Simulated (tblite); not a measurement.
# C5H14OSSi2: the cost of one run

The runs use tblite 0.8.0 and PySCF 2.14.0, with density-fitted response routines of our own; the level of theory stands in each step. All values are computed, except where a source is named. Atoms count from 0, in the outputs and in this text.

## (1) The molecule as given

23 atoms, charge 0, multiplicity 1; geometry from: force field or distance geometry start.

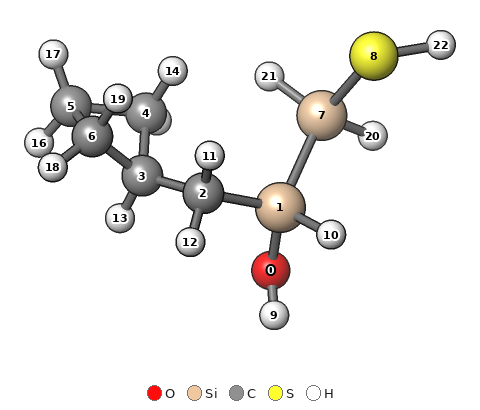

As it starts; oxygen red, silicon light orange, carbon grey, sulfur yellow, hydrogen white, atoms numbered; sticks join atoms by distance.

## (2) Optimising the geometry with GFN2-xTB

Job settings and geometry (Å):

```
{"job": {"kind": "relax", "xc": "GFN2-xTB", "basis": "xTB"}, "charge": 0, "multiplicity": 1}
O      1.679500    -2.319000    -0.692700
Si     1.618100    -0.939300     0.340100
C     -0.020500    -0.743200     1.166100
C     -1.183500    -0.631000     0.216400
C     -1.168700     0.513800    -0.763200
C     -2.691200     0.507400    -0.550900
C     -2.332500     0.102900     0.879100
Si     2.314400     0.869200    -0.725800
S      3.066600     2.314300     0.689800
H      1.802200    -3.136900    -0.116100
H      2.585400    -1.248500     1.439600
H     -0.056400     0.093900     1.905900
H     -0.215700    -1.680300     1.770000
H     -1.473700    -1.578800    -0.286400
H     -0.787600     1.461100    -0.299400
H     -0.843500     0.287600    -1.772300
H     -3.189300    -0.340100    -1.040100
H     -3.160100     1.486000    -0.644500
H     -3.086400    -0.549200     1.367700
H     -1.975600     0.974400     1.474300
H      3.455200     0.491300    -1.588200
H      1.259800     1.440500    -1.556500
H      4.398600     2.650800     0.343100
```

Started as:

```console
$ OMP_NUM_THREADS=1 python probes_run.py task.json out
```

The driver reads the jobs from task.json and runs them one after another.

Q: Estimate the wall time and peak memory of this first job on 1 thread of Arm Neoverse N1, shared host.

About 3.9 s, with a peak of 0.18 GiB.
